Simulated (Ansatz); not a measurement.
Geometry relaxation of C2H9BOSi (part 2 of 2)

C2H9BOSi, SMILES BC([SiH3])OC; RKS PBE-D4/def2-SVP (Ansatz 0.2.0). The geometry: force-field start.

Geometry of the input (Å):
```
B  -1.5171  0.6513  1.0033
C  -0.2325  0.3345  0.2102
Si 0.7791  -0.7711  1.2935
O  -0.4945  -0.3364  -0.9836
C  0.3283  -0.0154  -2.0348
H  -2.6192  0.4229  0.5394
H  -1.4878  1.2845  2.0204
H  0.3521  1.3139  0.0325
H  2.0787  -1.0785  0.6694
H  0.0809  -2.0149  1.6111
H  1.0971  -0.0803  2.5921
H  1.4001  -0.2093  -1.7136
H  0.0404  -0.6013  -2.9218
H  0.1815  1.0708  -2.2894
```

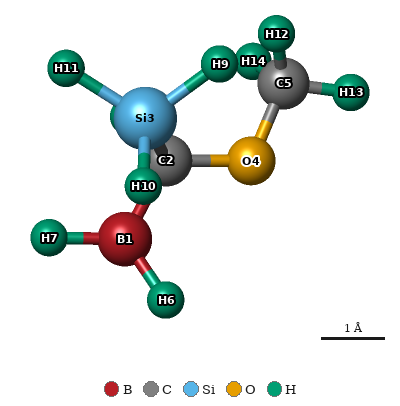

*The geometry at step 11 of the log (ball-and-stick view, seen at a tilt; atoms are numbered from 1 in the order of the input).*

### Trajectory as extended XYZ, continued
```
14
Properties=species:S:1:pos:R:3:forces:R:3 step=5 energy=-12803.55937
B    -1.5988    0.6602    1.0466    0.0273  -0.0003   0.0169
C    -0.3628    0.4214    0.1724   -0.0412  -0.0185  -0.2048
Si    0.7372   -0.7441    1.3010   -0.0382   0.0204  -0.0147
O    -0.5623   -0.2552   -1.0681    0.1921   0.0980   0.0836
C     0.4305    0.0099   -2.0401   -0.0779  -0.1052  -0.0356
H    -2.6894    0.2116    0.7606   -0.0105  -0.0772   0.0353
H    -1.4317    1.2739    2.0844   -0.0226   0.0100   0.0340
H     0.2554    1.3490    0.0847    0.0581  -0.0035  -0.0270
H     1.8733   -1.1910    0.4156   -0.0548  -0.0305   0.0746
H    -0.0562   -1.9460    1.7369    0.0413   0.0395  -0.0102
H     1.2967   -0.0290    2.5029   -0.0225  -0.0270  -0.0459
H     1.4679   -0.1681   -1.6622   -0.0593   0.0097   0.0193
H     0.2551   -0.6827   -2.8913   -0.0131   0.1009   0.0698
H     0.3721    1.0609   -2.4148    0.0216  -0.0163   0.0045
14
Properties=species:S:1:pos:R:3:forces:R:3 step=6 energy=-12803.57432
B    -1.5943    0.6341    1.0537    0.0826  -0.0481  -0.0970
C    -0.3648    0.4366    0.1527   -0.1420   0.0229  -0.1397
Si    0.7155   -0.7286    1.3084    0.0380  -0.0355  -0.0073
O    -0.5540   -0.2409   -1.0859    0.0896   0.1098   0.0822
C     0.4435    0.0189   -2.0544   -0.0596  -0.0348   0.0867
H    -2.6748    0.1359    0.7991    0.0702  -0.0511   0.0356
H    -1.4270    1.2511    2.0901   -0.0091   0.0113   0.0193
H     0.2600    1.3600    0.0696    0.0325  -0.0178  -0.0088
H     1.8217   -1.2378    0.4137   -0.0856  -0.0033   0.1020
H    -0.0951   -1.8987    1.8000    0.0348   0.0546  -0.0288
H     1.3198    0.0016    2.4806   -0.0372  -0.0265  -0.0705
H     1.4718   -0.1904   -1.6713   -0.0067  -0.0009  -0.0183
H     0.2510   -0.6488   -2.9182   -0.0133   0.0300   0.0294
H     0.4139    1.0778   -2.4093    0.0058  -0.0106   0.0152
14
Properties=species:S:1:pos:R:3:forces:R:3 step=7 energy=-12803.59724
B    -1.5749    0.5809    1.0687    0.0995  -0.1253  -0.1884
C    -0.3728    0.4738    0.1135   -0.3016  -0.0085  -0.0151
Si    0.6724   -0.7015    1.3126    0.1005  -0.0859   0.0583
O    -0.5519   -0.2010   -1.1191    0.0345   0.1243   0.0383
C     0.4674    0.0349   -2.0704   -0.0246   0.0120   0.1362
H    -2.6224   -0.0266    0.8843    0.2389   0.0598   0.0159
H    -1.4035    1.2125    2.0968   -0.0088   0.0060   0.0052
H     0.2670    1.3861    0.0417   -0.0066  -0.0039   0.0036
H     1.7244   -1.3200    0.4119   -0.1556   0.0575   0.1503
H    -0.1861   -1.8059    1.8854    0.0938   0.1099  -0.0524
H     1.3471    0.0646    2.4270   -0.0629  -0.0935  -0.1132
H     1.4786   -0.2299   -1.6728   -0.0240   0.0017  -0.0727
H     0.2507   -0.6004   -2.9508    0.0135  -0.0065   0.0030
H     0.4913    1.1033   -2.4002    0.0035  -0.0476   0.0310
14
Properties=species:S:1:pos:R:3:forces:R:3 step=8 energy=-12803.61176
B    -1.5520    0.5234    1.0782    0.3926  -0.0569  -0.2677
C    -0.3847    0.5107    0.0710   -0.5005  -0.0207   0.1327
Si    0.6239   -0.6648    1.3237    0.2694  -0.2607   0.1631
O    -0.5538   -0.1572   -1.1566   -0.0030   0.1332   0.0487
C     0.4872    0.0502   -2.0891    0.0629   0.0631   0.0936
H    -2.5328   -0.1840    0.9562    0.0490   0.0063  -0.0684
H    -1.3865    1.1637    2.1011    0.0125   0.0358   0.0122
H     0.2590    1.4201    0.0103   -0.0251  -0.0065   0.0247
H     1.6173   -1.3958    0.4273   -0.2362   0.1507   0.1988
H    -0.2624   -1.7084    1.9832    0.1410   0.1937  -0.1190
H     1.3769    0.1108    2.3863   -0.1138  -0.1156  -0.1800
H     1.4784   -0.2855   -1.6877   -0.0863   0.0175  -0.1122
H     0.2388   -0.5412   -2.9922    0.0509  -0.0005   0.0212
H     0.5777    1.1286   -2.3830   -0.0134  -0.1393   0.0524
14
Properties=species:S:1:pos:R:3:forces:R:3 step=9 energy=-12803.62558
B    -1.5435    0.4934    1.0833    0.1658  -0.0322  -0.2246
C    -0.3985    0.5220    0.0647   -0.3006  -0.0639   0.0747
Si    0.6248   -0.6575    1.3239    0.1582  -0.1838   0.0942
O    -0.5645   -0.1324   -1.1670    0.0673   0.1056   0.0346
C     0.4960    0.0562   -2.0828   -0.0126   0.0021   0.0575
H    -2.5102   -0.2376    0.9525    0.1089   0.0513  -0.0052
H    -1.3922    1.1542    2.0961    0.0065  -0.0193   0.0274
H     0.2335    1.4394    0.0144   -0.0039  -0.0005   0.0078
H     1.5622   -1.4391    0.4148   -0.1956   0.1528   0.1912
H    -0.2816   -1.6555    2.0225    0.1566   0.1566  -0.0857
H     1.4237    0.1264    2.3446   -0.1190  -0.1242  -0.1601
H     1.4741   -0.3059   -1.6787   -0.0482   0.0043  -0.0349
H     0.2492   -0.5241   -2.9927    0.0204  -0.0012  -0.0022
H     0.6141    1.1311   -2.3668   -0.0037  -0.0475   0.0253
14
Properties=species:S:1:pos:R:3:forces:R:3 step=10 energy=-12803.63104
B    -1.5420    0.4713    1.0706   -0.0442  -0.3952   0.1980
C    -0.4271    0.5474    0.0455   -0.0032   0.0679  -0.1197
Si    0.6054   -0.6321    1.3150    0.0563  -0.1385   0.1436
O    -0.5879   -0.0785   -1.1945    0.1469   0.0399  -0.0260
C     0.5115    0.0618   -2.0741   -0.0567  -0.0343  -0.0273
H    -2.4624   -0.3268    0.9433    0.0958   0.2326   0.0187
H    -1.3681    1.0709    2.1217   -0.0944   0.0634  -0.0889
H     0.1931    1.4738    0.0162    0.0485  -0.0115  -0.0149
H     1.4585   -1.4881    0.4048   -0.0993   0.0999   0.1091
H    -0.2903   -1.5607    2.1096    0.1179   0.0973  -0.0979
H     1.4774    0.1572    2.2632   -0.1028  -0.0624  -0.1320
H     1.4566   -0.3651   -1.6574   -0.0574   0.0135   0.0384
H     0.2636   -0.4913   -3.0007   -0.0137   0.0230  -0.0059
H     0.6988    1.1307   -2.3344    0.0062   0.0044   0.0049
14
Properties=species:S:1:pos:R:3:forces:R:3 step=11 energy=-12803.64091
B    -1.5273    0.4341    1.0800   -0.2762  -0.0556   0.0516
C    -0.4289    0.5441    0.0414   -0.0538   0.0353  -0.1065
Si    0.5996   -0.6355    1.3157    0.1637  -0.1087   0.1788
O    -0.5884   -0.0655   -1.2044    0.0669   0.0285   0.0201
C     0.5150    0.0690   -2.0764    0.0237  -0.0141  -0.0376
H    -2.4697   -0.3349    0.9358    0.1920   0.1256   0.0563
H    -1.3921    1.0781    2.1125    0.0041  -0.0684  -0.0840
H     0.1933    1.4703    0.0242    0.0271  -0.0389   0.0018
H     1.4282   -1.5179    0.4159   -0.0649   0.0612   0.0508
H    -0.2699   -1.5435    2.1564    0.0533   0.0779  -0.0808
H     1.4920    0.1797    2.2164   -0.0711  -0.0599  -0.0742
H     1.4486   -0.3827   -1.6576   -0.0613   0.0240   0.0003
H     0.2615   -0.4644   -3.0138   -0.0016   0.0334   0.0140
H     0.7251    1.1398   -2.3174   -0.0019  -0.0401   0.0095
14
Properties=species:S:1:pos:R:3:forces:R:3 step=12 energy=-12803.64003 accepted=F
B    -1.5329    0.4262    1.0681   -0.0226  -0.0130  -0.0202
C    -0.4372    0.5185    0.0261    0.1378   0.0693   0.0084
Si    0.6000   -0.6256    1.3451   -0.0070  -0.1696   0.1648
O    -0.5733   -0.1047   -1.2074   -0.1038  -0.0278  -0.1288
C     0.5083    0.0784   -2.0957    0.0490   0.0083   0.0879
H    -2.4556   -0.3576    0.9550    0.0277   0.0363   0.0148
H    -1.3942    1.1018    2.0738    0.0055  -0.0256   0.0191
H     0.2290    1.4123    0.0049   -0.0700   0.0887   0.0022
H     1.4340   -1.5260    0.4746   -0.0280   0.0511  -0.0207
H    -0.2728   -1.5197    2.1899    0.0420   0.0170  -0.0168
H     1.4833    0.1976    2.2400   -0.0352   0.0134  -0.0536
H     1.4377   -0.4190   -1.7303    0.0383  -0.0203   0.0017
H     0.2244   -0.3716   -3.0647   -0.0172  -0.0143  -0.0323
H     0.7363    1.1602   -2.2508   -0.0166  -0.0134  -0.0266
14
Properties=species:S:1:pos:R:3:forces:R:3 step=13 energy=-12803.64644
B    -1.5339    0.4296    1.0732    0.0350  -0.0110  -0.0298
C    -0.4373    0.5392    0.0302   -0.0280  -0.0376   0.0106
Si    0.6020   -0.6388    1.3405   -0.0647   0.0354  -0.0243
O    -0.5850   -0.0729   -1.2125   -0.0111   0.0308   0.0491
C     0.5150    0.0717   -2.0851    0.0477   0.0086  -0.0099
H    -2.4602   -0.3463    0.9485    0.0161  -0.0045   0.0083
H    -1.3946    1.0794    2.0963    0.0087   0.0002  -0.0041
H     0.2023    1.4532    0.0138    0.0101  -0.0163   0.0112
H     1.4200   -1.5161    0.4335   -0.0073   0.0155   0.0217
H    -0.2634   -1.5397    2.1834    0.0395   0.0245  -0.0178
H     1.4913    0.1964    2.2168   -0.0198  -0.0289  -0.0140
H     1.4387   -0.4128   -1.6834   -0.0297   0.0132  -0.0199
H     0.2455   -0.4187   -3.0409    0.0104   0.0146   0.0179
H     0.7466    1.1466   -2.2855   -0.0070  -0.0446   0.0010
14
Properties=species:S:1:pos:R:3:forces:R:3 step=14 energy=-12803.64690
B    -1.5362    0.4311    1.0759    0.0576  -0.0163  -0.0111
C    -0.4475    0.5498    0.0270   -0.0157  -0.0110   0.0556
Si    0.5949   -0.6317    1.3267   -0.0479   0.0109   0.0600
O    -0.5906   -0.0609   -1.2136   -0.0030   0.0083  -0.0343
C     0.5204    0.0657   -2.0775   -0.0407  -0.0035  -0.0192
H    -2.4505   -0.3594    0.9643   -0.0122   0.0015  -0.0100
H    -1.3935    1.0837    2.0965    0.0036   0.0023   0.0010
H     0.1990    1.4586    0.0194    0.0005   0.0108  -0.0173
H     1.4135   -1.4909    0.4059    0.0052  -0.0092   0.0116
H    -0.2552   -1.5447    2.1692    0.0157  -0.0029  -0.0203
H     1.4847    0.1890    2.2136    0.0017   0.0041  -0.0195
H     1.4315   -0.4279   -1.6632    0.0108   0.0003  -0.0148
H     0.2520   -0.4270   -3.0323    0.0169   0.0091   0.0155
H     0.7645    1.1352   -2.2829    0.0076  -0.0043   0.0028
14
Properties=species:S:1:pos:R:3:forces:R:3 step=15 energy=-12803.64769
B    -1.5219    0.4234    1.0739   -0.0040  -0.0097  -0.0259
C    -0.4431    0.5488    0.0204   -0.0956   0.0132  -0.0439
Si    0.5785   -0.6272    1.3490    0.0612  -0.0229   0.0082
O    -0.5898   -0.0600   -1.2202    0.0071   0.0236   0.0548
C     0.5157    0.0684   -2.0895    0.0273   0.0114  -0.0266
H    -2.4337   -0.3692    0.9602   -0.0197  -0.0061   0.0032
H    -1.3768    1.0724    2.0955    0.0047   0.0182   0.0165
H     0.2109    1.4517    0.0117    0.0262   0.0009   0.0057
H     1.4076   -1.4836    0.4349    0.0111  -0.0137  -0.0015
H    -0.2591   -1.5512    2.1878   -0.0142  -0.0076   0.0058
H     1.4647    0.2044    2.2277    0.0014   0.0098  -0.0019
H     1.4259   -0.4417   -1.6933   -0.0027  -0.0052   0.0025
H     0.2360   -0.4039   -3.0506    0.0026  -0.0019  -0.0006
H     0.7722    1.1383   -2.2788   -0.0056  -0.0101   0.0037
14
Properties=species:S:1:pos:R:3:forces:R:3 step=16 energy=-12803.64831
B    -1.5258    0.4218    1.0735    0.0088   0.0042  -0.0101
C    -0.4484    0.5497    0.0191   -0.0177  -0.0135  -0.0168
Si    0.5823   -0.6293    1.3466    0.0059   0.0027   0.0079
O    -0.5921   -0.0569   -1.2217    0.0045   0.0146   0.0122
C     0.5165    0.0694   -2.0885    0.0121   0.0057  -0.0103
H    -2.4388   -0.3698    0.9617   -0.0140  -0.0083  -0.0001
H    -1.3810    1.0746    2.0935    0.0051   0.0038   0.0098
H     0.2106    1.4496    0.0138    0.0035   0.0027   0.0000
H     1.4117   -1.4920    0.4385    0.0022  -0.0019  -0.0137
H    -0.2546   -1.5494    2.1908   -0.0062  -0.0062   0.0099
H     1.4688    0.2093    2.2180    0.0033   0.0060   0.0047
H     1.4228   -0.4471   -1.6916   -0.0050  -0.0015   0.0002
H     0.2367   -0.3979   -3.0521    0.0016  -0.0012   0.0031
H     0.7785    1.1386   -2.2729   -0.0039  -0.0071   0.0035
```

### Summary

- outcome: converged
- total energy: −12803.6484 eV
- mean-field energy: −12803.3620 eV
- dispersion energy: −0.2864 eV
- SCF solution under orbital rotations: stable
- largest force (length of the vector) at the end: 0.028 eV/Å
- dipole moment: 2.35 D
- hardware: 4 threads of Arm Neoverse V1, 23 GiB of memory available, shared host
- wall time: 25 s (CPU time 91 s)
- peak memory: 0.16 GiB
